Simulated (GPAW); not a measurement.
# Screening of a field by a 8-layer slab of W(100), part 2 of 2

How does a 8-layer slab of W(100) screen a perpendicular field?

GPAW 26.7.0; GPAW, PAW setups; slab in vacuum, relaxation (the session's first sound run).

So far, dipole along the normal (e·Å): step 2 (relaxation) 0.00395; step 3 (plane waves, PBE) 0.00491; step 4 (In a field) -0.163.

## Step 5: Field on

run.py reads:

```python
import json
import numpy as np
from ase import Atoms
from gpaw import GPAW, PW
from gpaw.external import ConstantElectricField

slab = Atoms(
    ['W', 'W', 'W', 'W', 'W', 'W', 'W', 'W'],
    positions=[
        [1.58000, 1.58000, 9.00000],
        [0.00000, 0.00000, 10.58000],
        [1.58000, 1.58000, 12.16000],
        [0.00000, 0.00000, 13.74000],
        [1.58000, 1.58000, 15.34151],
        [-0.00000, -0.00000, 16.92056],
        [1.58000, 1.58000, 18.55746],
        [-0.00000, 0.00000, 19.98260]],
    cell=[[3.16, 0.0, 0.0], [0.0, 3.16, 0.0], [0.0, 0.0, 29.06]],
    pbc=[True, True, False])

slab.calc = GPAW(mode=PW(400), xc='PBE', kpts={'size': (10, 10, 1), 'gamma': True},
                 occupations={'name': 'fermi-dirac', 'width': 0.1}, nbands='160%',
                 convergence={'density': 1e-05}, maxiter=200,
                 poissonsolver={'dipolelayer': 'xy'},
                 external=ConstantElectricField(-0.1, [0, 0, 1]),
                 symmetry={'tolerance': 1e-3}, txt='slab.txt')
result = {}
energy = slab.get_potential_energy()
fermi = slab.calc.get_fermi_level()
v = slab.calc.get_electrostatic_potential().mean((0, 1)) - fermi
n = slab.calc.get_pseudo_density().mean((0, 1))
L = slab.cell[2, 2]
z = np.arange(len(v)) * L / len(v)
low, high = slab.positions[:, 2].min(), slab.positions[:, 2].max()
below, above = np.interp([low - 6.8, high + 6.8], z, v)
slopes = [np.interp(x, z, np.gradient(v, z)) for x in (low - 6.8, high + 6.8)]
eps = np.array([[slab.calc.get_eigenvalues(k, s) for k in range(len(slab.calc.get_ibz_k_points()))]
                for s in range(slab.calc.get_number_of_spins())]) - fermi
top, bottom = eps[eps < 0].max(), eps[eps > 0].min()
dipole = slab.get_dipole_moment()[2]
print(f'energy {energy:.4f} eV, Fermi level {fermi:.4f} eV, dipole {dipole:.5f} e A')
print(f'potential 6.8 A off the faces, from the Fermi level: lower {below:.4f} eV, upper {above:.4f} eV')
print(f'slope of the potential there: lower {slopes[0]:.5f}, upper {slopes[1]:.5f} eV/A')
print(f'nearest levels on the mesh: {top:.4f} and {bottom:.4f} eV')
print('magnetic moment', round(slab.get_magnetic_moment(), 3))
result.update(energy=energy, fermi=fermi, dipole=dipole, below=below, above=above, slopes=slopes, edges=[top, bottom],
              z=z.tolist(), v=v.tolist(), n=n.tolist(), positions=slab.positions.tolist(),
              forces=slab.get_forces(apply_constraint=False).tolist(), moments=slab.get_magnetic_moments().tolist())
json.dump(result, open('result.json', 'w'))
```

Command:

```bash
$ OMP_NUM_THREADS=1 OPENBLAS_NUM_THREADS=1 python run.py
```

The log of the run:

```text
energy -87.3582 eV, Fermi level 4.0686 eV, dipole -0.07899 e A
potential 6.8 A off the faces, from the Fermi level: lower 3.4438 eV, upper 4.8752 eV
slope of the potential there: lower -0.00005, upper 0.00010 eV/A
nearest levels on the mesh: -0.0072 and 0.0164 eV
magnetic moment 0.0
```

Wall time 7.3 min (1 thread of Intel Xeon 6975P-C (Granite Rapids), shared host); peak memory 0.74 GiB.

This step gave:

- dipole along the normal: -0.07899 e·Å
- levels nearest the Fermi level on the mesh: -0.007175, 0.01635 eV from the Fermi level
- potential below the slab, the applied field's own ramp left out: 3.444 eV from the Fermi level
- potential above the slab, the applied field's own ramp left out: 4.875 eV from the Fermi level

The electrostatic potential energy of an electron (without an applied field's), less the Fermi level, planar mean oscillates, so the rows of the table below give means over windows of 1.61 Å about each position, cut where the curve ends. Its maxima inside the range that stand out by 2 % of the span (Å: eV): 9.8: -8.98, 11.4: -9.44, 12.9: -9.20, 14.5: -8.63, 16.1: -8.81, 17.8: -7.86, 19.3: -10.9. Its minima: 9.0: -20.5, 10.5: -21.0, 12.2: -20.9, 13.8: -20.6, 15.4: -20.4, 16.9: -20.3, 18.5: -20.3, 19.9: -19.6.

Table of electrostatic potential energy of an electron (without an applied field's), less the Fermi level, planar mean by z; means over each step:

```
z (Å)  electrostatic potential energy of an electron (without an applied field's), less the Fermi level, planar mean (eV)
 0.81                                                                                                                3.53
 2.42                                                                                                                3.44
 4.02                                                                                                                3.44
 5.63                                                                                                                3.41
 7.24                                                                                                                2.04
 8.85                                                                                                               -13.0
10.46                                                                                                               -14.8
12.07                                                                                                               -14.8
13.68                                                                                                               -14.5
15.29                                                                                                               -14.3
16.90                                                                                                               -14.1
18.51                                                                                                               -14.4
20.12                                                                                                               -12.4
21.73                                                                                                                3.41
23.34                                                                                                                4.83
24.95                                                                                                                4.87
26.56                                                                                                                4.88
28.17                                                                                                                4.83
```

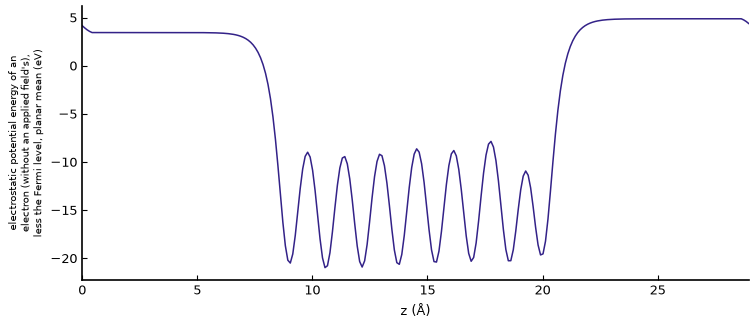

Electrostatic potential energy of an electron (without an applied field's), less the Fermi level, planar mean against z.

Force by atom:

```
atom  x (eV/Å)  y (eV/Å)  z (eV/Å)  size
  W1      0.00      0.00      1.37  1.37
  W2      0.00      0.00     -1.71  1.71
  W3      0.00      0.00      0.09  0.09
  W4      0.00      0.00      0.20  0.20
  W5      0.00      0.00     -0.01  0.01
  W6      0.00      0.00      0.02  0.02
  W7      0.00      0.00      0.02  0.02
  W8      0.00      0.00      0.02  0.02
```

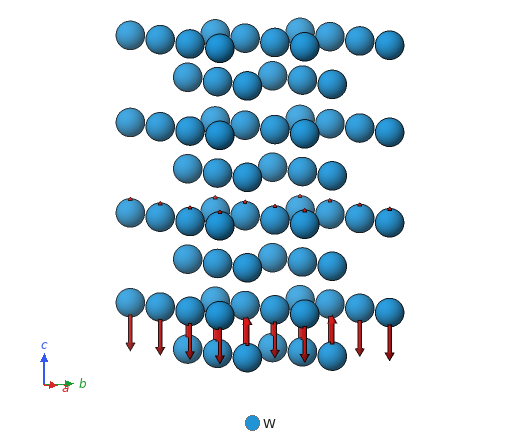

Force as arrows, the longest 1.71 eV/Å. 3×2×1 cells are drawn. Some periodic images of atoms are drawn too.

The dipole is now -0.0790 e Å, against 0.0049 in the run without a field.

## Step 6: Field on

run.py, as its differences from that of step 5:

```diff
@@ -24,3 +24,3 @@
                  poissonsolver={'dipolelayer': 'xy'},
-                 external=ConstantElectricField(-0.1, [0, 0, 1]),
+                 external=ConstantElectricField(-0.05, [0, 0, 1]),
                  symmetry={'tolerance': 1e-3}, txt='slab.txt')
```

The log of the run:

```text
energy -87.3553 eV, Fermi level 4.0682 eV, dipole -0.03715 e A
potential 6.8 A off the faces, from the Fermi level: lower 3.8236 eV, upper 4.4967 eV
slope of the potential there: lower -0.00006, upper 0.00009 eV/A
nearest levels on the mesh: -0.0075 and 0.0163 eV
magnetic moment 0.0
```

Wall time 7.8 min (1 thread); peak memory 0.73 GiB.

## Step 7: Field on

run.py, as its differences from that of step 6:

```diff
@@ -24,3 +24,3 @@
                  poissonsolver={'dipolelayer': 'xy'},
-                 external=ConstantElectricField(-0.05, [0, 0, 1]),
+                 external=ConstantElectricField(0.05, [0, 0, 1]),
                  symmetry={'tolerance': 1e-3}, txt='slab.txt')
```

The log of the run:

```text
energy -87.3558 eV, Fermi level 4.0663 eV, dipole 0.04649 e A
potential 6.8 A off the faces, from the Fermi level: lower 4.5853 eV, upper 3.7429 eV
slope of the potential there: lower -0.00004, upper 0.00008 eV/A
nearest levels on the mesh: -0.0080 and 0.0160 eV
magnetic moment 0.0
```

Run time: 8.8 min. Hardware: 1 thread; peak memory 0.74 GiB.

The electrostatic potential energy of an electron (without an applied field's), less the Fermi level, planar mean oscillates, so the rows of the table below give means over windows of 1.61 Å about each position, cut where the curve ends. Its maxima inside the range that stand out by 2 % of the span (Å: eV): 9.8: -8.27, 11.4: -8.97, 12.9: -8.96, 14.5: -8.63, 16.1: -9.05, 17.8: -8.34, 19.3: -11.6. Its minima: 9.0: -19.7, 10.5: -20.4, 12.2: -20.6, 13.8: -20.5, 15.4: -20.5, 16.9: -20.7, 18.6: -20.9, 19.9: -20.5.

Table of electrostatic potential energy of an electron (without an applied field's), less the Fermi level, planar mean by z; means over each step:

| z (Å) | electrostatic potential energy of an electron (without an applied field's), less the Fermi level, planar mean (eV) |
| --- | --- |
| 0.81 | 4.54 |
| 2.42 | 4.59 |
| 4.02 | 4.58 |
| 5.63 | 4.54 |
| 7.24 | 3.11 |
| 8.85 | -12.2 |
| 10.46 | -14.2 |
| 12.07 | -14.4 |
| 13.68 | -14.4 |
| 15.29 | -14.4 |
| 16.90 | -14.4 |
| 18.51 | -15.0 |
| 20.12 | -13.2 |
| 21.73 | 2.35 |
| 23.34 | 3.70 |
| 24.95 | 3.74 |
| 26.56 | 3.74 |
| 28.17 | 3.77 |

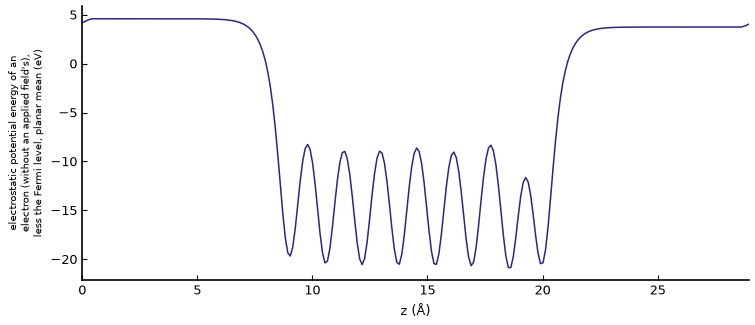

Electrostatic potential energy of an electron (without an applied field's), less the Fermi level, planar mean, plotted against z.

## Step 8: In a field

run.py, as its differences from that of step 7:

```diff
@@ -24,3 +24,3 @@
                  poissonsolver={'dipolelayer': 'xy'},
-                 external=ConstantElectricField(0.05, [0, 0, 1]),
+                 external=ConstantElectricField(0.1, [0, 0, 1]),
                  symmetry={'tolerance': 1e-3}, txt='slab.txt')
```

The log of the run:

```text
energy -87.3592 eV, Fermi level 4.0647 eV, dipole 0.08837 e A
potential 6.8 A off the faces, from the Fermi level: lower 4.9681 eV, upper 3.3666 eV
slope of the potential there: lower -0.00007, upper 0.00007 eV/A
nearest levels on the mesh: -0.0083 and 0.0159 eV
magnetic moment 0.0
```

Elapsed: 7.4 min, on 1 thread; peak memory 0.73 GiB.

The dipole is now 0.0884 e Å, against 0.0049 in the run without a field.

## Step 9: In a field

run.py, as its differences from that of step 8:

```diff
@@ -24,3 +24,3 @@
                  poissonsolver={'dipolelayer': 'xy'},
-                 external=ConstantElectricField(0.1, [0, 0, 1]),
+                 external=ConstantElectricField(0.2, [0, 0, 1]),
                  symmetry={'tolerance': 1e-3}, txt='slab.txt')
```

The log of the run:

```text
energy -87.3721 eV, Fermi level 4.0605 eV, dipole 0.17202 e A
potential 6.8 A off the faces, from the Fermi level: lower 5.7352 eV, upper 2.6180 eV
slope of the potential there: lower -0.00010, upper 0.00007 eV/A
nearest levels on the mesh: -0.0089 and 0.0156 eV
magnetic moment 0.0
```

The job ended after 8.6 min (1 thread; peak memory 0.74 GiB).

The electrostatic potential energy of an electron (without an applied field's), less the Fermi level, planar mean oscillates, so the rows of the table below give means over windows of 1.61 Å about each position, cut where the curve ends. Its maxima inside the range that stand out by 2 % of the span (Å: eV): 0.4: 5.74, 9.8: -7.57, 11.4: -8.50, 12.9: -8.71, 14.5: -8.63, 16.1: -9.29, 17.8: -8.83, 19.3: -12.4. Its minima: 9.0: -18.8, 10.5: -19.8, 12.2: -20.2, 13.8: -20.4, 15.4: -20.6, 16.9: -21.0, 18.6: -21.5, 19.9: -21.3.

Table of electrostatic potential energy of an electron (without an applied field's), less the Fermi level, planar mean by z; means over each step:

| z (Å) | electrostatic potential energy of an electron (without an applied field's), less the Fermi level, planar mean (eV) |
| --- | --- |
| 0.81 | 5.55 |
| 2.42 | 5.74 |
| 4.02 | 5.73 |
| 5.63 | 5.68 |
| 7.24 | 4.19 |
| 8.85 | -11.3 |
| 10.46 | -13.6 |
| 12.07 | -14.0 |
| 13.68 | -14.3 |
| 15.29 | -14.5 |
| 16.90 | -14.8 |
| 18.51 | -15.6 |
| 20.12 | -14.1 |
| 21.73 | 1.29 |
| 23.34 | 2.58 |
| 24.95 | 2.62 |
| 26.56 | 2.62 |
| 28.17 | 2.71 |

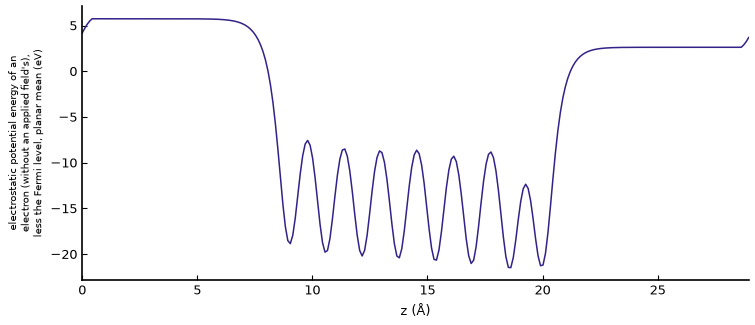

Electrostatic potential energy of an electron (without an applied field's), less the Fermi level, planar mean against z.

The dipole is now 0.172 e Å, against 0.0049 in the run without a field.

## Step 10: In a field

run.py, as its differences from that of step 9:

```diff
@@ -24,3 +24,3 @@
                  poissonsolver={'dipolelayer': 'xy'},
-                 external=ConstantElectricField(0.2, [0, 0, 1]),
+                 external=ConstantElectricField(0.3, [0, 0, 1]),
                  symmetry={'tolerance': 1e-3}, txt='slab.txt')
```

The log of the run:

```text
energy -87.3935 eV, Fermi level 4.0547 eV, dipole 0.25579 e A
potential 6.8 A off the faces, from the Fermi level: lower 6.5069 eV, upper 1.8717 eV
slope of the potential there: lower -0.00013, upper 0.00006 eV/A
nearest levels on the mesh: -0.0095 and 0.0152 eV
magnetic moment 0.0
```

Wall time 7.9 min (1 thread); peak memory 0.72 GiB.

The electrostatic potential energy of an electron (without an applied field's), less the Fermi level, planar mean oscillates, so the rows of the table below give means over windows of 1.61 Å about each position, cut where the curve ends. Its maxima inside the range that stand out by 2 % of the span (Å: eV): 0.8: 6.51, 9.8: -7.09, 11.4: -8.19, 12.9: -8.55, 14.5: -8.63, 16.1: -9.45, 17.8: -9.15, 19.3: -12.8. Its minima: 9.0: -18.3, 10.5: -19.4, 12.2: -20.0, 13.8: -20.3, 15.4: -20.7, 16.9: -21.3, 18.6: -21.9, 19.9: -21.8.

Table of electrostatic potential energy of an electron (without an applied field's), less the Fermi level, planar mean by z; means over each step:

```csv
z (Å),"electrostatic potential energy of an electron (without an applied field's), less the Fermi level, planar mean (eV)"
0.81,6.24
2.42,6.51
4.02,6.50
5.63,6.45
7.24,4.90
8.85,-10.8
10.46,-13.1
12.07,-13.8
13.68,-14.2
15.29,-14.6
16.90,-15.0
18.51,-16.0
20.12,-14.6
21.73,0.583
23.34,1.84
24.95,1.87
26.56,1.87
28.17,2.01
```

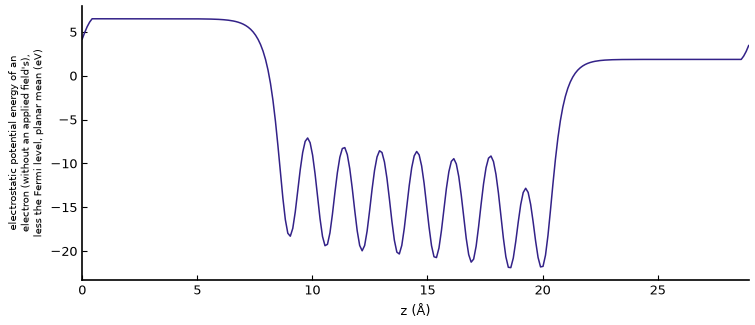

Electrostatic potential energy of an electron (without an applied field's), less the Fermi level, planar mean, plotted against z.

The dipole is now 0.256 e Å, against 0.0049 in the run without a field.

## Step 11: The series

The members are put on one axis.

This step: induced dipole against applied field (GPAW 26.7.0).

Table of dipole along the normal by field:

| field (V/Å) | dipole along the normal (e·Å) |
| --- | --- |
| -0.200 | -0.163 |
| -0.100 | -0.0790 |
| -0.050 | -0.0371 |
| 0.000 | 0.00491 |
| 0.050 | 0.0465 |
| 0.100 | 0.0884 |
| 0.200 | 0.172 |
| 0.300 | 0.256 |

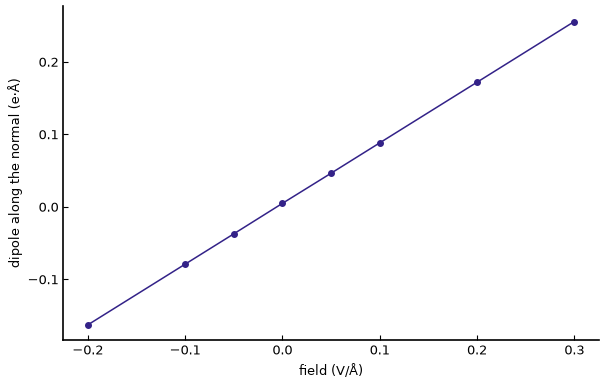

Dipole along the normal, plotted against field.

## Step 12: A changed run

One more run, with changed settings.

This step: GPAW, PAW setups; slab in vacuum (GPAW 26.7.0).

run.py, as its differences from that of step 10:

```diff
@@ -4,3 +4,2 @@
 from gpaw import GPAW, PW
-from gpaw.external import ConstantElectricField
 
@@ -20,7 +19,6 @@
 
-slab.calc = GPAW(mode=PW(400), xc='PBE', kpts={'size': (10, 10, 1), 'gamma': True},
+slab.calc = GPAW(mode=PW(60), xc='PBE', kpts={'size': (10, 10, 1), 'gamma': True},
                  occupations={'name': 'fermi-dirac', 'width': 0.1}, nbands='160%',
-                 convergence={'density': 1e-05}, maxiter=200,
+                 convergence={'density': 1e-05}, maxiter=50,
                  poissonsolver={'dipolelayer': 'xy'},
-                 external=ConstantElectricField(0.3, [0, 0, 1]),
                  symmetry={'tolerance': 1e-3}, txt='slab.txt')
```

The log of the run:

```text
LinAlgError: The leading minor of order 78 of B is not positive definite. The factorization of B could not be completed and no eigenvalues or eigenvectors were computed.
```

Elapsed: 4.4 s, on 1 thread; peak memory 0.15 GiB.

The run ended with an error.

The program's message: “LinAlgError: The leading minor of order 78 of B is not positive definite. The factorization of B could not be completed and no eigenvalues or eigenvectors were computed.”

The change that led to it: ecut = 60.

## Step 13: Results

```json
{
  "work function, upper and lower face": "4.119 and 4.204 eV",
  "dipole along the normal": "0.00491 e Å",
  "induced dipole per field": "0.837 e Å per V/Å",
  "out-of-plane polarisability per area, α/(ε0 A)": "15.2 Å"
}
```

**Reading.** The field induces 0.837 e Å per V/Å, a polarisable thickness α/(ε0 A) of 15.2 Å beside 11.0 Å between the outermost nuclei. A perfect conductor would give the distance between its two image planes; a dielectric of thickness t gives t(1 - 1/ε). The two faces differ by 0.085 eV, the step that the slab's dipole makes (e p/(ε0 A) gives 0.089 eV), so the dipole layer is needed. The lowest atoms were held at bulk positions, which alone makes the faces unlike. The measured value for this face is 4.65 eV (as compiled in "Anisotropic work function of elemental crystals", 2019, arxiv:1902.07811); the relaxed upper face lies 0.53 eV under it with PBE. Measured work functions scatter by a tenth of an eV or more between methods. The clean face reconstructs (W and Mo (100) only when cold), while this slab is an unreconstructed 1×1 cell, so the two are not the same surface. The induced dipole is linear in the field over this range. The in-plane lattice was kept as typed, which isn't the functional's own and leaves some strain; spin-orbit coupling and temperature are left out.

[Logs are printed without paths, hosts, clocks, repeated set-up lines and the standing remarks that a program may print on its own settings, such as how far it seeks lower states.]

[Hosts, paths, dates, database ids (printed as entryN), source tags and the programs' standing remarks are cut or masked in the printed files.]
